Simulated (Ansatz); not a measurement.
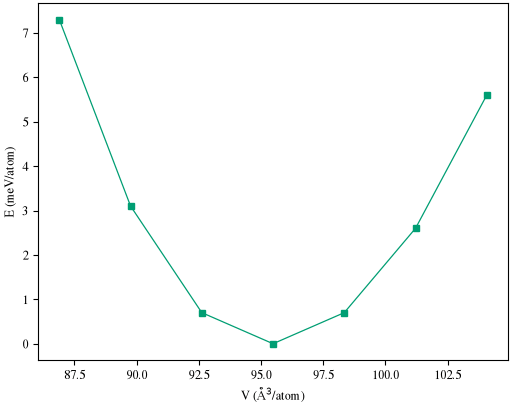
*Rb (fcc (Cu type), Fm-3m) under volume change, r²SCAN (plane waves, PAW; program Ansatz), scaled uniformly.*

Question: What does a third-order Birch–Murnaghan fit give for V₀, B₀ and B′?

Answer: V₀ = 95.45 Å³/atom, B₀ = 2.6 GPa, B′ = 3.6.

The cell is a constructed one: a structure type filled with these elements; the Crystallography Open Database copy checked does not list it. It is not the phase usual at ambient conditions (space group No. 229). The r²SCAN relaxation kept the symmetry of its start; its stability against distortions is not shown here.

Potentials: the later of the program's two PAW sets.
